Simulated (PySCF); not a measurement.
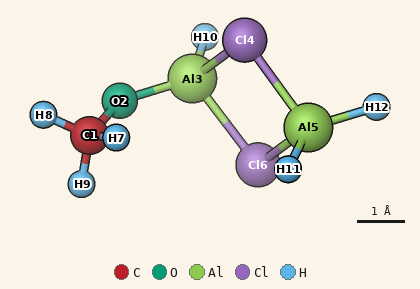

**Figure 1.** The input geometry of run 1 (ball-and-stick view, seen at a tilt; atoms are numbered from 1 in the order of the input). Sticks mark near contacts.

# Two runs on CH6Al2Cl2O

System: CH6Al2Cl2O, SMILES C[O][AlH-]1[Cl+][AlH2-][Cl+]1.
Method of run 1: TDDFT PBE0/def2-SVP, vertical, gas phase, core orbitals frozen in the response (PySCF 2.14.0).

The geometry comes from this level: PBE0-D3(BJ)/def2-SVP. Text and figures count atoms from 1; the logs count them from 0 in places.

## Input, run 1
```
{"job": {"kind": "uv", "xc": "PBE0", "basis": "def2-SVP"}, "charge": 0, "multiplicity": 1}
C     -2.050679    -0.980386     0.131623
O     -1.722036     0.367941     0.145840
Al    -0.374996     1.381525     0.153779
Cl     1.103142     0.647116     1.780177
Al     2.566676    -0.102161     0.156499
Cl     1.120647     0.679087    -1.470621
H     -1.263256    -1.615355     0.580153
H     -2.978998    -1.152907     0.702495
H     -2.222043    -1.340013    -0.898973
H     -0.491420     2.941770     0.162175
H      2.517619    -1.678647     0.140499
H      3.840363     0.826710     0.173741
```

The first line tells a small driver script what to run in PySCF; the rest is the geometry in Å.

Launched with:
```bash
OMP_NUM_THREADS=1 python <driver script> task.json out
```

Hardware: 1 CPU thread, shared host.

## Output (run 1)
```
coarse grid: 12392 points
cycle   1  E = -1520.9166760385  dE =  2.610e-01  |g| = 7.133e-01  |ddm| = 3.313e+00
cycle   2  E = -1520.6874748558  dE =  2.292e-01  |g| = 1.279e+00  |ddm| = 1.727e+00
cycle   3  E = -1521.0206414754  dE = -3.332e-01  |g| = 9.965e-02  |ddm| = 1.217e+00
cycle   4  E = -1521.0227487776  dE = -2.107e-03  |g| = 3.601e-02  |ddm| = 1.514e-01
cycle   5  E = -1521.0231042002  dE = -3.554e-04  |g| = 4.620e-03  |ddm| = 4.672e-02
cycle   6  E = -1521.0231103227  dE = -6.123e-06  |g| = 5.729e-04  |ddm| = 5.416e-03
final grid: 101920 points
cycle   7  E = -1521.2029783591  dE = -1.270e-05  |g| = 7.901e-03  |ddm| = 1.635e-02
cycle   8  E = -1521.2029651625  dE =  1.320e-05  |g| = 1.161e-02  |ddm| = 1.371e-02
cycle   9  E = -1521.2029905316  dE = -2.537e-05  |g| = 1.069e-03  |ddm| = 8.438e-03
cycle  10  E = -1521.2029907999  dE = -2.683e-07  |g| = 7.558e-05  |ddm| = 1.046e-03
cycle  11  E = -1521.2029908013  dE = -1.343e-09  |g| = 2.705e-05  |ddm| = 1.213e-04
cycle  12  E = -1521.2029908015  dE = -1.808e-10  |g| = 5.974e-06  |ddm| = 4.190e-05
converged SCF energy = -1521.2029908015

Static polarisability (au): isotropic 76.553, principal 66.639 75.837 87.183

Singlet excitations
state   eV       nm        f      main configurations
  1   6.6469    186.5   0.00017   H-1->L 0.54, H-2->L 0.43
  2   6.7345    184.1   0.04178   H->L 0.97
  3   6.8208    181.8   0.00026   H-2->L 0.54, H-1->L 0.42
  4   7.4251    167.0   0.00435   H->L+2 0.68, H->L+1 0.16, H->L+3 0.10
  5   7.5509    164.2   0.00103   H-2->L+1 0.51, H-1->L+1 0.39
  6   7.6378    162.3   0.00165   H->L+1 0.77, H->L+2 0.18
  7   7.6562    161.9   0.00017   H-3->L 0.91
  8   7.6724    161.6   0.02386   H-1->L+2 0.48, H-2->L+1 0.26, H-1->L+3 0.12
  9   7.8467    158.0   0.00177   H->L+3 0.77, H->L+2 0.10
 10   7.8779    157.4   0.01352   H-1->L+1 0.53, H-2->L+1 0.20, H-1->L+2 0.19

Triplet excitations (Tamm-Dancoff, eV): 6.2469 6.4024 6.6993 7.0606
```

The input of run 2 differs as follows (lines with − go, lines with + come):
```diff
-"basis": "def2-SVP"
+"basis": "aug-cc-pVDZ"
```

Predict how the results change.

The total energy of run 2 is 341.7 kcal/mol lower, which measures the change of basis and not a stability. The LUMO goes from −0.52 to −0.82 eV. The dipole moment goes from 0.93 to 0.74 D. The lowest excitation goes from 6.65 to 6.43 eV. The strongest computed line goes from 6.73 to 6.48 eV. Diffuse functions give room to the loosely bound empty orbitals, which lowers the LUMO. The SCF takes 13 iterations against 12. The basis functions go from 130 to 208.

## Output (run 2)
```
coarse grid: 12392 points
cycle   1  E = -1521.6141312663  dE =  3.514e-01  |g| = 7.157e-01  |ddm| = 6.726e+00
cycle   2  E = -1521.3585951702  dE =  2.555e-01  |g| = 1.329e+00  |ddm| = 3.120e+00
cycle   3  E = -1521.7178427892  dE = -3.592e-01  |g| = 9.914e-02  |ddm| = 1.844e+00
cycle   4  E = -1521.7199123403  dE = -2.070e-03  |g| = 3.844e-02  |ddm| = 3.090e-01
cycle   5  E = -1521.7203269629  dE = -4.146e-04  |g| = 6.122e-03  |ddm| = 1.067e-01
cycle   6  E = -1521.7203378261  dE = -1.086e-05  |g| = 1.270e-03  |ddm| = 1.290e-02
cycle   7  E = -1521.7203382972  dE = -4.710e-07  |g| = 2.892e-04  |ddm| = 3.456e-03
final grid: 101920 points
cycle   8  E = -1521.7474441084  dE = -1.283e-05  |g| = 7.174e-03  |ddm| = 7.091e-02
cycle   9  E = -1521.7474337962  dE =  1.031e-05  |g| = 1.042e-02  |ddm| = 2.601e-02
cycle  10  E = -1521.7474542786  dE = -2.048e-05  |g| = 1.173e-03  |ddm| = 1.408e-02
cycle  11  E = -1521.7474545950  dE = -3.164e-07  |g| = 9.353e-05  |ddm| = 1.991e-03
cycle  12  E = -1521.7474545972  dE = -2.243e-09  |g| = 2.772e-05  |ddm| = 3.303e-04
cycle  13  E = -1521.7474545974  dE = -2.124e-10  |g| = 8.393e-06  |ddm| = 9.006e-05
converged SCF energy = -1521.7474545974

Static polarisability (au): isotropic 95.779, principal 89.720 92.505 105.113

Singlet excitations
state   eV       nm        f      main configurations
  1   6.4315    192.8   0.00007   H-1->L 0.55, H-2->L 0.42
  2   6.4797    191.3   0.03641   H->L 0.96
  3   6.6203    187.3   0.00049   H-2->L 0.54, H-1->L 0.41
  4   6.8759    180.3   0.00065   H->L+1 0.55, H->L+3 0.22, H->L+2 0.18
  5   7.0715    175.3   0.00433   H-1->L+1 0.69, H-1->L+3 0.11, H-1->L+2 0.10
  6   7.1408    173.6   0.00072   H->L+2 0.61, H->L+1 0.22
  7   7.1905    172.4   0.01434   H->L+3 0.56, H->L+1 0.15, H->L+4 0.11
  8   7.2119    171.9   0.00485   H-2->L+1 0.60, H-1->L+2 0.14, H-1->L+3 0.13
  9   7.3697    168.2   0.00497   H-1->L+2 0.58, H-1->L+3 0.28
 10   7.4304    166.9   0.00115   H-3->L 0.91

Triplet excitations (Tamm-Dancoff, eV): 6.0208 6.2124 6.5083 6.6427
```

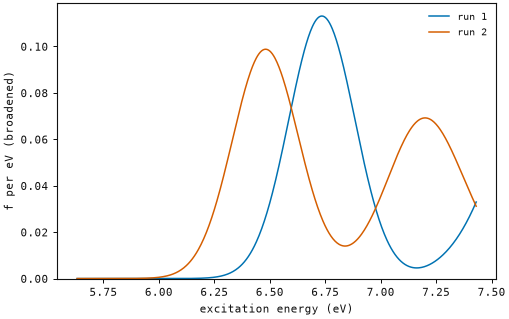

**Figure 2.** Absorption of the two runs from their computed states, each broadened by a Gaussian of 0.35 eV full width; the range ends where the shorter list of states ends.

## The two runs side by side

```tsv
quantity	run 1	run 2
outcome	converged	converged
total energy (hartree)	−1521.202991	−1521.747455
HOMO (eV)	−8.10	−8.14
LUMO (eV)	−0.52	−0.82
dipole moment (D)	0.93	0.74
lowest excitation (eV)	6.65	6.43
SCF iterations	12	13
strongest computed line (eV)	6.73	6.48
basis functions	130	208
wall time (shared host)	14 s	34 s
```
